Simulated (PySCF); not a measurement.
**C₄H₇BrN₂Si (SMILES C[SiH2]n1cncc1Br): density, localisation and related maps**

Input file:

```
{"job": {"kind": "uv", "xc": "PBE0", "basis": "def2-SVPD", "nstates": 8, "ntriplets": 3}, "charge": 0, "multiplicity": 1}
C     -2.282484    -0.290006    -0.448368
Si    -1.087378     0.238684     0.920890
N      0.552676     0.259704     0.257233
C      1.354677     1.329231     0.002200
N      2.509994     1.001698    -0.494124
C      2.507761    -0.354650    -0.585667
C      1.310192    -0.814958    -0.126655
Br     0.658905    -2.561407     0.022118
H     -2.117092    -1.319287    -0.756748
H     -3.309546    -0.212436    -0.105484
H     -2.178834     0.340153    -1.329163
H     -1.255833     1.632750     1.326872
H     -1.055554    -0.674347     2.061623
H      1.041851     2.333960     0.198661
H      3.346252    -0.901101    -0.965301
```

Launched as:

```sh
OMP_NUM_THREADS=1 python probes_run.py task.json out
```

Geometry: GFN2-xTB.

All numbers below come from PBE0/def2-SVPD, SCF density, gas phase (PySCF 2.14.0).

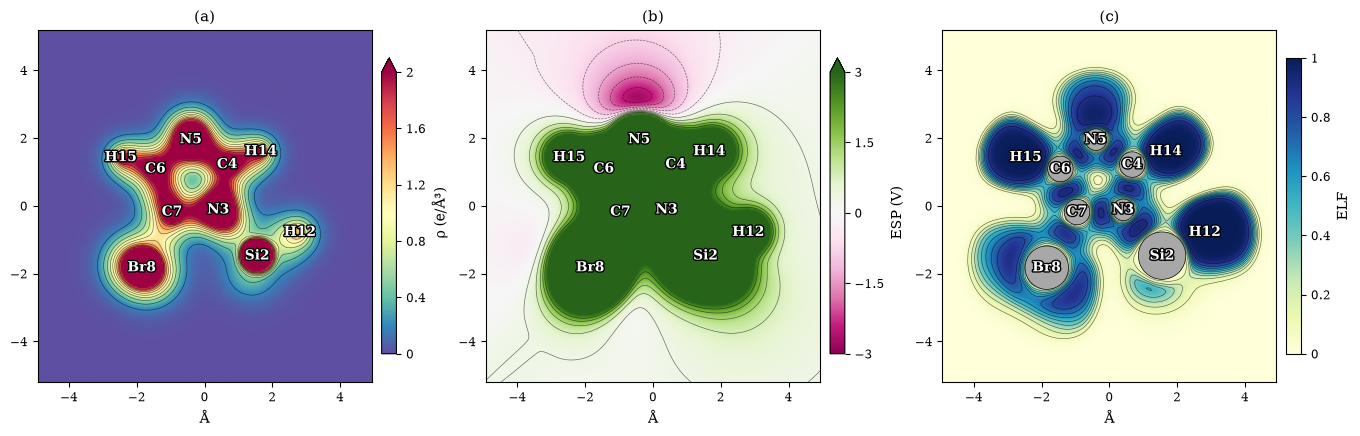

Figure 1. (a) electron density; (b) molecular electrostatic potential; (c) ELF on the plane of atoms C6, C7 and Br8. Grey discs cover the atomic cores in the ELF map.

> What does the map show?

Atoms in the plane: Si, N, C, Br and H. C–N (1.30 Å): ρ at the midpoint is about 2.7 e/Å³; the ELF peaks at about 0.90 between the atoms; a covalent bond. C–C (1.36 Å): ρ is about 2.2 e/Å³ halfway; the ELF peaks at about 0.95 between the atoms, as expected for a covalent bond. Si–N (1.77 Å): ρ at the midpoint is about 1 e/Å³; the ELF peaks at about 0.95 between the atoms: a polar covalent bond. C–Br (1.87 Å): ρ at the midpoint is about 1.2 e/Å³; the ELF peaks at about 0.90 between the atoms: a covalent bond. C–H (1.07 Å): ρ is about 2.1 e/Å³ halfway; the ELF climbs to about 1 towards the hydrogen, as it does in any bond to H; a covalent bond by its length. The ELF also peaks beside Br8 and N5, away from the bonds: lone-pair regions. Outside the dense part of the molecule the potential is most negative (−2.7 V) near N5.

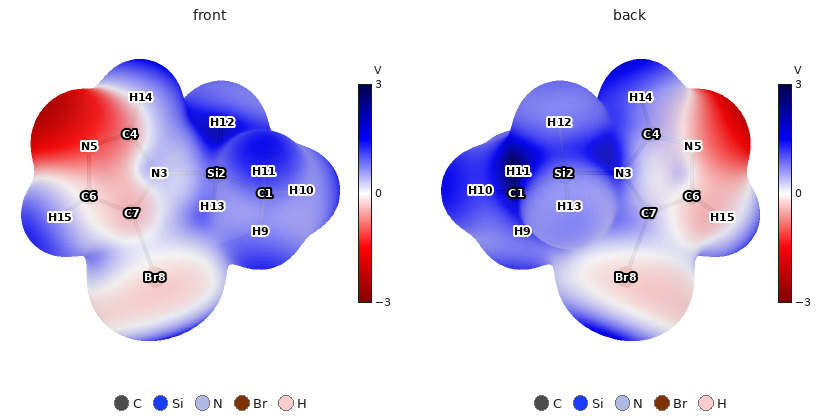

Figure 2. The electrostatic potential painted on the density surface at 0.004 e/bohr³, seen from the front and from behind; red is negative and blue positive.

> Describe the electrostatic potential map.

The most negative region (about −2.3 V) lies over N5, the most positive (about +2.6 V) over Si2. Br8 shows a σ-hole: about +1.7 V at the tip opposite its bond, against about +0.1 V on its flanks. N5 is the likeliest acceptor of a hydrogen bond.
